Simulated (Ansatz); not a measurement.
# Cs3Li2Cl5 (Imm2):V_Cl (site 2), thermodynamic levels from a 60-atom cell

Aim: at which Fermi levels does V_Cl (site 2) in Cs3Li2Cl5 (Imm2) change its charge? The model is a cell of 60 host atoms with 1 Cl taken out.

Calculated with Ansatz 0.2.0; place-levels on PBEsol runs: charge-transition levels and formation energies with image-charge correction and potential alignment at the atomic sites.

### Step 1. Starting point

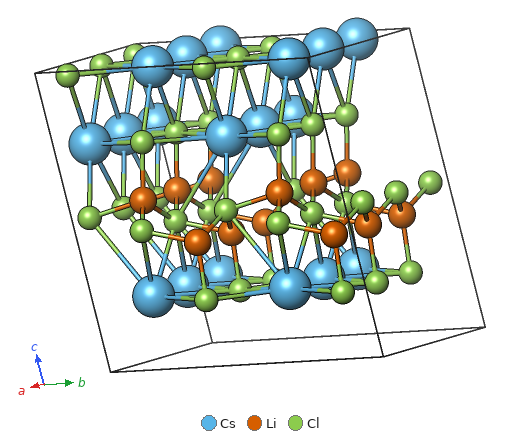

Start, viewed from a free direction; caesium blue, lithium orange, chlorine green. Some periodic images of atoms are drawn too.

The cell holds 59 atoms: 18 Cs, 12 Li and 29 Cl. Its edges and angles: a = 12.405 Å, b = 11.479 Å, c = 12.396 Å, α = 103.4°, β = 99.6°, γ = 90.0°. It derives from Cs3Li2Cl5 (space group Imm2). Nearest the centre at fractional (0.668, 0.661, 0.520): Li55 at 2.37 Å, Li54 at 2.39 Å, Li34 at 2.39 Å, Li45 at 3.49 Å, Cs31 at 3.49 Å, Cs51 at 3.49 Å, Cl48 at 3.57 Å, Cl38 at 3.57 Å.

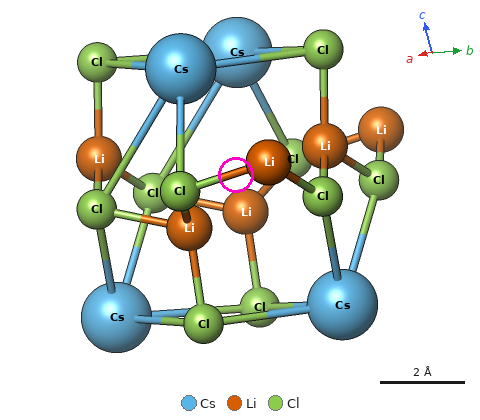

The atoms within 5 Å of the centre. A ring marks the centre wherever it is empty.

As a file:

```xyz
59
Lattice="-7.2628 0.0000 10.0567 -9.3060 0.0000 -6.7205 3.5370 -11.8804 0.0040" Properties=species:S:1:pos:R:3 pbc="T T T"
Cs   -0.5111   -8.9542    0.8760
Cs   -4.0480   -2.9263    0.8720
Cs   -6.3874    0.0000   -0.8176
Li   -0.4186   -5.1292    0.9428
Li   -1.5346   -6.7512   -2.4135
Cl    0.3299   -6.1788   -1.0669
Cl   -0.5485   -2.8159    0.8488
Cl   -3.2070   -5.7016   -1.0709
Cl   -1.6645   -9.0646   -2.5074
Cl   -2.8568    0.0000   -0.8183
Cs   -5.1641   -8.9542   -2.4842
Cs   -8.7010   -2.9263   -2.4882
Cs  -11.0404    0.0000   -4.1779
Li   -5.0716   -5.1292   -2.4175
Li   -6.1876   -6.7512   -5.7737
Cl   -4.3231   -6.1788   -4.4272
Cl   -5.2015   -2.8159   -2.5114
Cl   -7.8600   -5.7016   -4.4312
Cl   -6.3175   -9.0646   -5.8676
Cl   -7.5098    0.0000   -4.1785
Cs   -2.9320   -8.9542    4.2282
Cs   -6.4690   -2.9263    4.2242
Cs   -8.8084    0.0000    2.5346
Li   -2.8395   -5.1292    4.2950
Li   -3.9555   -6.7512    0.9388
Cl   -2.0910   -6.1788    2.2853
Cl   -2.9694   -2.8159    4.2010
Cl   -5.6280   -5.7016    2.2813
Cl   -4.0854   -9.0646    0.8448
Cl   -5.2777    0.0000    2.5340
Cs   -7.5850   -8.9542    0.8680
Cs  -11.1220   -2.9263    0.8640
Cs  -13.4614    0.0000   -0.8256
Li   -7.4925   -5.1292    0.9348
Li   -8.6085   -6.7512   -2.4215
Cl   -6.7440   -6.1788   -1.0749
Cl   -7.6224   -2.8159    0.8408
Cl  -10.2810   -5.7016   -1.0789
Cl   -8.7384   -9.0646   -2.5154
Cl   -9.9307    0.0000   -0.8263
Cs   -5.3529   -8.9542    7.5805
Cs   -8.8899   -2.9263    7.5765
Cs  -11.2293    0.0000    5.8868
Li   -5.2604   -5.1292    7.6472
Li   -6.3765   -6.7512    4.2910
Cl   -4.5119   -6.1788    5.6375
Cl   -5.3904   -2.8159    7.5533
Cl   -8.0489   -5.7016    5.6335
Cl   -6.5064   -9.0646    4.1970
Cl   -7.6986    0.0000    5.8862
Cs  -10.0059   -8.9542    4.2202
Cs  -13.5429   -2.9263    4.2162
Cs  -15.8823    0.0000    2.5266
Li   -9.9134   -5.1292    4.2870
Li  -11.0295   -6.7512    0.9308
Cl  -10.0433   -2.8159    4.1930
Cl  -12.7019   -5.7016    2.2733
Cl  -11.1594   -9.0646    0.8368
Cl  -12.3516    0.0000    2.5260
```

Known beforehand: the electronic dielectric constant, (2.85, 2.83, 2.85), and the static one, principal values (7.09, 7.39, 8.56), computed on the host (DFPT, PBEsol).

The cell's shortest repeat is 11.5 Å.

### Step 2. What was run first

Levels follow from differences of total energies between charge states, each relaxed by itself.

Each atom starts 0.05 Å or so off its site in a random direction. Forces are taken at one point at (¼, ¼, ¼). The cell holds 1 electron more than the neutral one, with a uniform background that keeps it neutral on the whole.

The sampling was tested on the host first: at the k-points planned (1x1x1 shifted 0.25 0.25 0.25) its energy lies 0.000 eV an atom from the dense-mesh value, under the bound of 0.02 eV set for this test; that bounds the host's error, not the defect's.

One of the inputs; charge, spin and start change from state to state.

qm1.relax/input.yaml reads:

```yaml
crystal:
  lattice:
    - [-2.42093695, 0.0, 3.35222453]
    - [-4.65299337, 0.0, -3.36022565]
    - [3.53696516, -11.88043227, 0.00400056]
  atoms:
    - { symbol: Cs, position: [0.6209547, 0.35967362, 0.75369014] }
    - { symbol: Cs, position: [0.86726456, 0.60598348, 0.24630986] }
    - { symbol: Cs, position: [0.7440689, 0.98562287, 0.0] }
    - { symbol: Li, position: [0.45996777, 0.17881962, 0.43173475] }
    - { symbol: Li, position: [0.02823302, 0.74708487, 0.56826525] }
    - { symbol: Cl, position: [0.00414637, 0.32227512, 0.52008515] }
    - { symbol: Cl, position: [0.36258443, 0.1093946, 0.23701797] }
    - { symbol: Cl, position: [0.48406122, 0.80218997, 0.47991485] }
    - { symbol: Cl, position: [0.12556646, 0.87237663, 0.76298203] }
    - { symbol: Cl, position: [0.24404957, 0.48698422, 0.0] }
  supercell: [3, 2, 1]
  defects: [{ vacancy: 55 }]
total_charge: -1
basis:
  ecutwfc: 420
  xc_grid: 2
hamiltonian:
  xc: pbesol
kpoints:
  mp_grid: { grid: [1, 1, 1], shift: [0.25, 0.25, 0.25] }
scf:
  occupations: { method: fixed }
  max_iter: 60
output:
  forces: true
  charged_corrections:
    epsilon: [2.85, 2.83, 2.85]
    static_epsilon: [[8.16, 0.0, 0.56], [0.0, 7.09, 0.0], [0.56, 0.0, 7.79]]
relax:
  f_tol: 0.02
  max_steps: 80
  random_displacement: { amplitude: 0.05, seed: 4950 }
checkpoint:
  write: "../qm1.relax.run"
  compress: false
  write_wavefunctions: true
  write_every: 100000
```

The run is started by

```console
$ ansatz run input.yaml --threads 8 --pin off --max-ram 14131MiB --backend cpu --events-out ev --progress --plain --runs-dir out
```

Defect states can disperse in a cell of this size, so the energy is taken again at a 2×2×2 shifted mesh, on the relaxed structure.

The run of this state that the levels use, under PBEsol:

qm1.point/input.yaml reads:

```yaml
crystal:
  checkpoint: "../qm1.relax.run"
  host: checkpoint
total_charge: -1
basis:
  ecutwfc: 420
  xc_grid: 2
hamiltonian:
  xc: pbesol
kpoints:
  mp_grid: { grid: [2, 2, 2], shift: [0.5, 0.5, 0.5] }
scf:
  occupations: { method: fermi_dirac, width: 0.01 }
  max_iter: 60
output:
  forces: true
  eigenvalues: true
  charged_corrections:
    epsilon: [2.85, 2.83, 2.85]
    static_epsilon: [[8.16, 0.0, 0.56], [0.0, 7.09, 0.0], [0.56, 0.0, 7.79]]
    defect_position: [0.668049, 0.661138, 0.520085]
  eigenstates: { localisation: true }
  populations: true
  band_densities: [{ bands: [v1, v1] }, { bands: [c1, c1] }]
  write_density: true
  write_potential: true
  volumetric_format: npy
checkpoint:
  read: "../qm1.relax.run"
  write: "../qm1.point.run"
  compress: false
  write_wavefunctions: false
  write_every: 100000
```

Relaxations under PBEsol at one point at (¼, ¼, ¼); times on 8 threads of Arm Neoverse V2, shared host:

```
charge  moment (μB)  occupations    outcome  steps  largest displacement against the far atoms (Å)  time
    −1            0        fixed  converged     10                                            0.47  87 s
     0            1        fixed  converged      4                                            0.18  93 s
    +1            0        fixed  converged      8                                            0.78  64 s
```

Single points under PBEsol at a 2×2×2 shifted mesh; times on 8 threads of Arm Neoverse V2, shared host:

```
charge  moment (μB)  occupations    outcome     time
    −1            0  fermi-dirac  converged     66 s
     0            1  fermi-dirac  converged  3.1 min
    +1            0  fermi-dirac  converged     66 s
```

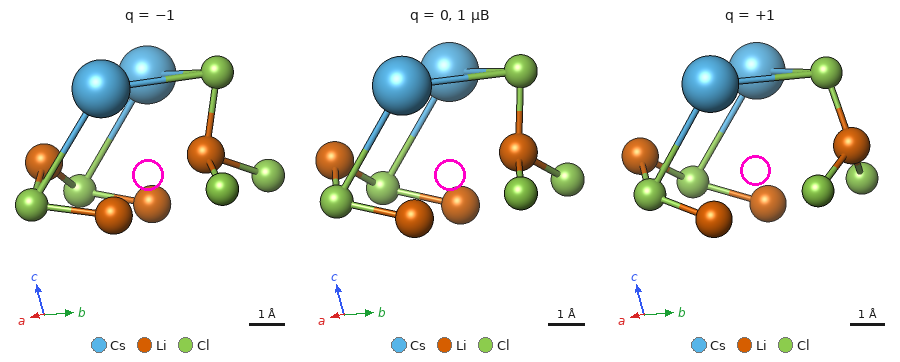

The structures near the centre after relaxation with PBEsol, by charge. A ring marks the centre wherever it is empty.

Distances (Å) from the ideal centre to the nearest atoms after relaxation with PBEsol:

```
charge  moment (μB)       1.       2.       3.       4.       5.       6.
    −1            0  Li 1.90  Li 2.05  Li 2.05  Li 3.19  Cs 3.46  Cs 3.47
     0            1  Li 2.19  Li 2.31  Li 2.32  Cl 3.44  Cl 3.45  Li 3.47
    +1            0  Li 2.79  Li 2.79  Li 3.13  Cl 3.34  Cl 3.34  Cl 3.34
```

### Step 3. place-levels, PBEsol

A charged cell interacts with its images and the background, and its potential has another zero than the host's. place-levels removes the first by a point-charge model, screened by the static dielectric constant since the ions have relaxed around the charge, and the second by comparing potentials at atoms far from the defect.

The host is a run of the defect-free crystal in the same cutoffs, grids and k-points, so that basis and sampling errors cancel in part in the differences. The host is run in a cell of 10 atoms on a matching mesh. Its band edges are searched through the zone by a band path, so the gap is smaller than, or equal to, that on the mesh. Chemical potentials are energies per atom of Cl (Cl2 molecule), run with the same functional and cutoff.

levels.point.yaml reads:

```yaml
host:
  run: host.point.run
states: [qm1.point.run, q0_M1.point.run, qp1.point.run]
geometry_from:
  qm1.point.run: qm1.relax.run
  q0_M1.point.run: q0_M1.relax.run
  qp1.point.run: qp1.relax.run
  host.point.run: host.relax.run
chemical_potentials:
  Cl:
    energy: -1060.711994
    dataset: "<sha256 of the dataset>"
epsilon: [2.85, 2.83, 2.85]
static_epsilon:
  - [8.16, 0.0, 0.56]
  - [0.0, 7.09, 0.0]
  - [0.56, 0.0, 7.79]
vertical:
  - { from: qm1.point.run, to: qm1.point_neutral.run }
  - { from: qp1.point.run, to: qp1.point_neutral.run }
```

The run is started by

```console
$ ansatz place-levels levels.point.yaml -- --threads 8 --pin off --max-ram 14131MiB
```

Numbers of over 12 decimals in the logs are rounded to 6 here.

The program printed:

```text
[... repeated set-up lines and file paths are left out, and long positions are rounded to six places ...]
(+1/0) 4.278 eV above the valence edge, 0.959 eV under the conduction edge
(0/-1) 4.835 eV above the valence edge, 0.401 eV under the conduction edge
formation energy of charge +1: +0.262 eV with the Fermi level at the valence edge
formation energy of charge 0: +4.540 eV with the Fermi level at the valence edge
formation energy of charge -1: +9.375 eV with the Fermi level at the valence edge
vertical -1 to 0: no energy, since no alignment is typed
  the change from vertical[0].from (qm1.point.run) to vertical[0].to (qm1.point_neutral.run): by its potential at epsilon [2.85, 2.83, 2.85] it stands at 0.666 0.649 0.510, with an rms radius of about 2.0 Å (1.2 1.1 1.2 Å across the planes of the cell's [...]
vertical +1 to 0: no energy, since no alignment is typed
  the change from vertical[1].from (qp1.point.run) to vertical[1].to (qp1.point_neutral.run): by its potential at epsilon [2.85, 2.83, 2.85] it stands at 0.667 0.659 0.516, with an rms radius of about 2.8 Å (1.7 1.5 1.5 Å across the planes of the cell's [...]
  edges by pbesol, gap 5.236 eV; the host is sampled to repeats of 29.63 Å
  the defect's cells are sampled to repeats of 29.63 Å, like sampling
  charge +1: -133860.9323 eV with its correction of +0.071 eV, at epsilon [[8.16, 0, 0.56], [0, 7.09, 0], [0.56, 0, 7.79]], aligned at sites: -0.1517 eV, mean over 32 atomic sites at or beyond 5.74 Å from the defect at [0.6680, 0.6611, 0.5201], with -0.020317 [...]
  charge 0: +0.000 eV for its dipole among its images, +0.000 omitted
  charge -1: -133846.8855 eV with its correction of +0.333 eV, at epsilon [[8.16, 0, 0.56], [0, 7.09, 0], [0.56, 0, 7.79]], aligned at sites: -0.1097 eV, mean over 32 atomic sites at or beyond 5.74 Å from the defect at [0.6680, 0.6611, 0.5201], with +0.000000 [...]
  of states[1] (q0_M1.point.run): its displacements don't fall off away from the defect: farther atoms stand 0.021 Å off the host's places. [...]
```

Elapsed: 0.26 s, on 8 threads of Arm Neoverse V2, shared host.

Levels between the charges placed, in eV above the valence top:

```
        gap (eV)  (+1/0)  (0/−1)
PBEsol      5.24    4.28    4.84
```

Corrections by state:

```
charge  moment (μB)  image terms and alignment (eV)  band filling (eV)                               ε used  over the lowest of its charge, as the program ranks them, band filling apart (eV)
    +1          0.0                           0.071                  -  principal values (7.09, 7.39, 8.56)                                                                              0.000
     0          1.0                           0.000                  -                                    -                                                                              0.000
    −1          0.0                           0.333                  -  principal values (7.09, 7.39, 8.56)                                                                              0.000
```

The charged structures listed were also run neutral, and place-levels reads from each pair, by the potential or the spins, how wide the charge is by which they differ; that can be the carrier of either run.

```
charge  rms radius (Å)  spread where it is widest against the cell (Å)  wide from (Å)  reading
    +1             2.8                                            1.72           2.12   narrow
    −1             2.0                                            1.23           2.06   narrow
```

The neutral runs of these pairs need not share the spin of the lowest neutral state, and very wide values only mean spread over the cell.

From the program's caveats on the states, each cut to its opening words:

- charge 0 (1 μB): its displacements don't fall off away from the defect: farther atoms stand 0.021 Å off the host's places
- charge 0 (1 μB): flagged: stability check not made

Chemical potentials of the elements' reference phases, run alike. Formation energy by charge state (elemental references; gap 5.24 eV):

```
charge  at valence top (eV)  at conduction bottom (eV)  correction included (eV)
    +1                 0.26                       5.50                      0.07
     0                 4.54                       4.54                      0.00
    −1                 9.38                       4.14                      0.33
```

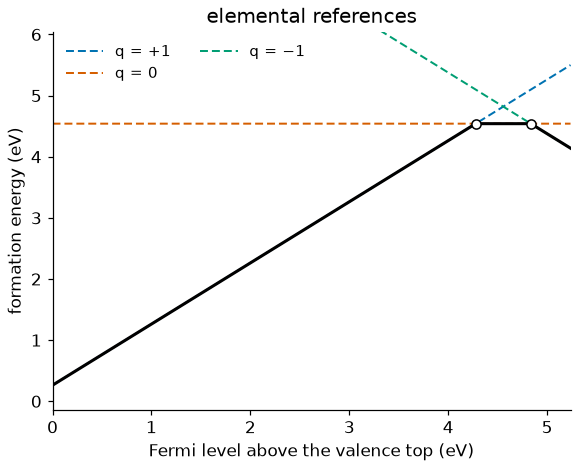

Formation energy against Fermi level; the thick line follows the lowest charge state and circles mark the transition levels.

Charge transition levels, in eV, zero at the valence-band top of the host:

```
       conduction bottom  valence top
V_Cl2               5.24         0.00
```

```
        level  energy (eV)
V_Cl2  (+1/0)         4.28
V_Cl2  (0/−1)         4.84
```

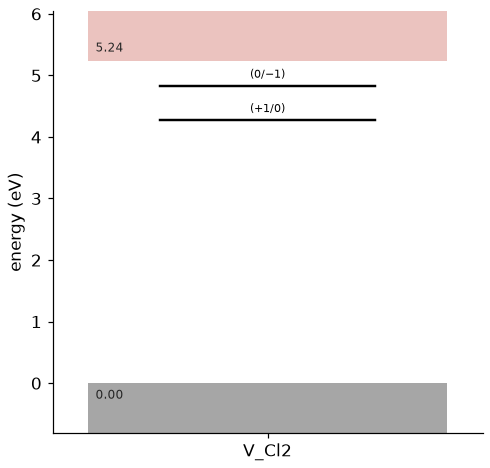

Charge transition levels. Shaded: valence and conduction bands.

### Step 4. The same at the relaxations' own k-points

The relaxations' own energies give the levels at their sampling, for comparison.

levels.relax_mesh.yaml reads:

```yaml
host:
  run: host.relax.run
states: [qm1.relax.run, q0_M1.relax.run, qp1.relax.run]
chemical_potentials:
  Cl:
    energy: -1060.711994
    dataset: "<sha256 of the dataset>"
```

The run is started by

```console
$ ansatz place-levels levels.relax_mesh.yaml -- --threads 8 --pin off --max-ram 14131MiB
```

The program printed:

```text
(+1/0) 4.282 eV above the valence edge, 0.954 eV under the conduction edge
(0/-1) 4.848 eV above the valence edge, 0.388 eV under the conduction edge
formation energy of charge +1: +0.262 eV with the Fermi level at the valence edge
formation energy of charge 0: +4.544 eV with the Fermi level at the valence edge
formation energy of charge -1: +9.393 eV with the Fermi level at the valence edge
  edges by pbesol, gap 5.236 eV; the host is sampled to repeats of 16.90 Å
[... the lines on each state left out ...]
```

Run time: 0.09 s. Hardware: 8 threads.

Levels between neighbouring charges, in eV above the valence top:

```
                        gap (eV)  (+1/0)  (0/−1)
one point at (¼, ¼, ¼)      5.24    4.28    4.85
  a 2×2×2 shifted mesh      5.24    4.28    4.84
```

Going from one point at (¼, ¼, ¼) to a 2×2×2 shifted mesh moves the levels that carry no band-filling term by up to 0.01 eV and formation energies against the elements by up to 0.02 eV.

### Step 5. What came out

| Property | Result |
| --- | --- |
| gap of the host | 5.24 eV (PBEsol) |
| level (plus 1/0) | 4.28 eV above the valence top |
| level (0/minus 1) | 4.84 eV above the valence top |
| lowest of the charges placed, just above the valence top (0.02 eV) | +1 |
| lowest of the charges placed, just below the conduction bottom (0.02 eV) | −1 |
| lowest formation energy at mid-gap of the charges run, elemental references | 2.88 eV |

What this shows: Of the charges placed (−1, 0 and +1), the lowest changes at 4.28 eV (+1/0) and 4.84 eV (0/−1) above the valence top, in a gap of 5.24 eV. Charges above +1 and below −1 were not placed, so these runs say nothing of levels that involve them. States placed: +1 at 0 μB; 0 at 1 μB; −1 at 0 μB. Other spin states or structures, where not listed, weren't placed. Going from one point at (¼, ¼, ¼) to a 2×2×2 shifted mesh moves the levels that carry no band-filling term by up to 0.01 eV and formation energies against the elements by up to 0.02 eV. What this leaves open: PBEsol makes the gap too small and tends to spread out bound carriers; where a gas molecule sets a chemical potential or the host's formation energy, its binding is uncorrected; spin–orbit coupling, which can matter with heavy atoms, is left out.

[Logs are printed without paths, hosts, clocks, repeated set-up lines and the standing remarks that a program may print on its own settings, such as how far it seeks lower states.]

[Hosts, paths, dates, database ids (printed as entryN), source tags and the programs' standing remarks are cut or masked in the printed files.]

[Where a table of states has a column of steps, it counts the stored structures, which are thinned; the runs took as many ionic steps or more.]

[A defect's name tells the site on which it was built; relaxed atoms can leave that site.]

[For some hosts the program warned that the k-mesh of the response run may be too coarse for force constants and the static dielectric constant; such warnings are not shown here.]
